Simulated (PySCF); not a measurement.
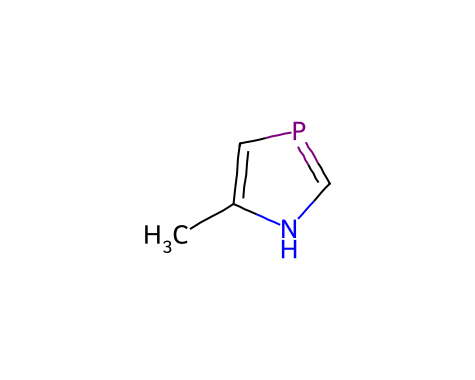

Computed geometry: GFN2-xTB optimisation. No frequency run is at hand to confirm it as a minimum. Method: CAM-B3LYP/def2-SVPD, gas phase (PySCF 2.14.0). Excitations: vertical, linear response.

Question: Estimate the HOMO energy (Kohn–Sham orbital).

Answer: −7.32 eV.

Question: Estimate the dipole moment.

Answer: 3.70 D.

Question: Give the brightest of the 8 lowest singlets at this level.

Answer: 6.68 eV.

Question: What is the mean static polarisability?

Answer: 76.5 bohr³.

The geometry is semi-empirical. Around P such bond lengths and angles can be off by a tenth of an ångström or more and by several degrees, and values that hang on the shape move with them.
